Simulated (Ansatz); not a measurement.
## Electronic structure of H$_{7}$NSi$_{2}$ in real space

```json
{"atom": "Si", "x (Å)": "0.2615", "y (Å)": "0.0490", "z (Å)": "0.0794"}
{"atom": "N", "x (Å)": "0.8530", "y (Å)": "-0.2458", "z (Å)": "1.7236"}
{"atom": "H", "x (Å)": "0.2124", "y (Å)": "-0.2837", "z (Å)": "2.5112"}
{"atom": "H", "x (Å)": "1.6816", "y (Å)": "0.2806", "z (Å)": "1.9760"}
{"atom": "H", "x (Å)": "1.6352", "y (Å)": "0.1335", "z (Å)": "-0.4069"}
{"atom": "H", "x (Å)": "-0.5023", "y (Å)": "1.3153", "z (Å)": "-0.2041"}
{"atom": "Si", "x (Å)": "-0.9516", "y (Å)": "-1.8138", "z (Å)": "-0.6896"}
{"atom": "H", "x (Å)": "-1.7428", "y (Å)": "-2.4010", "z (Å)": "0.4380"}
{"atom": "H", "x (Å)": "-1.9187", "y (Å)": "-1.4174", "z (Å)": "-1.7626"}
{"atom": "H", "x (Å)": "-0.0387", "y (Å)": "-2.8652", "z (Å)": "-1.2370"}
```

Not at a stationary point (largest force 1.3 eV/Å).

Computed with Ansatz, RKS PBE0/def2-SVP.

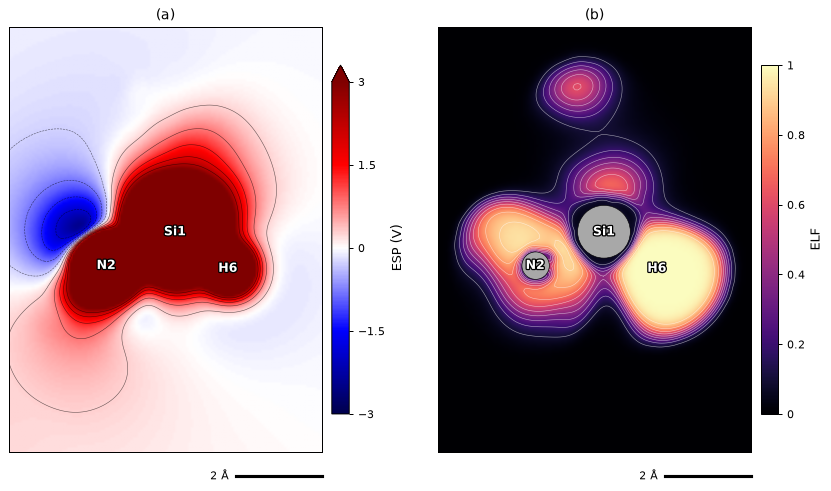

Figure 1. (a) electrostatic potential; (b) electron localisation function on the plane of atoms N2, Si1 and H6. Grey discs cover the atomic cores in the ELF map.

Question: What does the map show?

Answer: Atoms in the plane: Si, N and H. Si–N (1.77 Å): the ELF peaks at about 0.90 between the atoms; a shared but strongly polarised pair. The ELF also peaks beside N2, away from the bonds: lone-pair regions. Outside the dense part of the molecule the potential is most negative (−2.3 V) near N2.

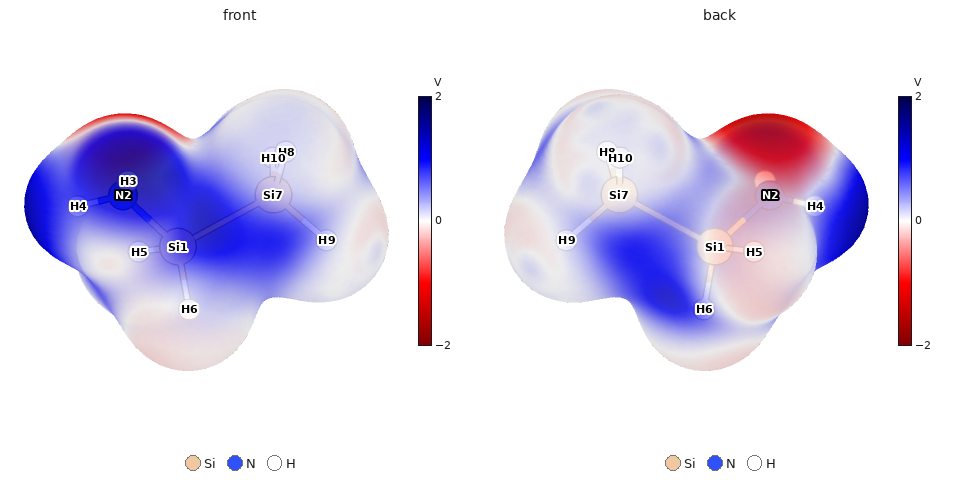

Figure 2. The molecular electrostatic potential painted on the density surface at 0.002 e/bohr³, seen from the front and from behind; the colour scale runs from red (negative) to blue (positive).

Question: Describe the electrostatic potential map.

Answer: The most negative region (about −1.4 V) lies over N2, the most positive (about +1.5 V) over H3 and H4. N2 is the likeliest acceptor of a hydrogen bond.

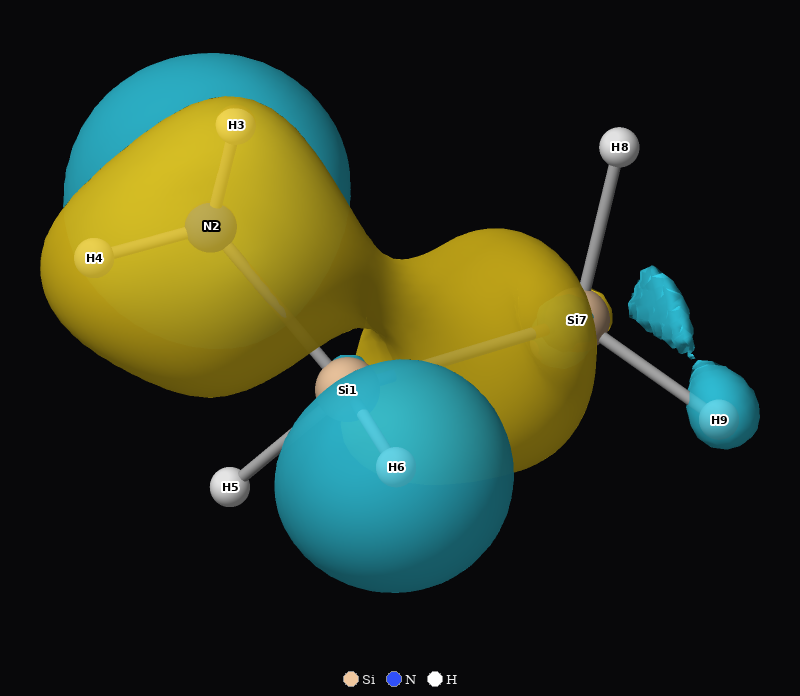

Figure 3. The HOMO at ±0.08 Å⁻³ᐟ² (yellow and cyan are the two phases), seen at a tilt.

Question: What is the character of this orbital?

Answer: Its weight (Hirshfeld) is mainly on N2 (about 60 %), Si1 (about 15 %), H6 (about 10 %) and Si7 (about 10 %). Its energy is −7.06 eV.
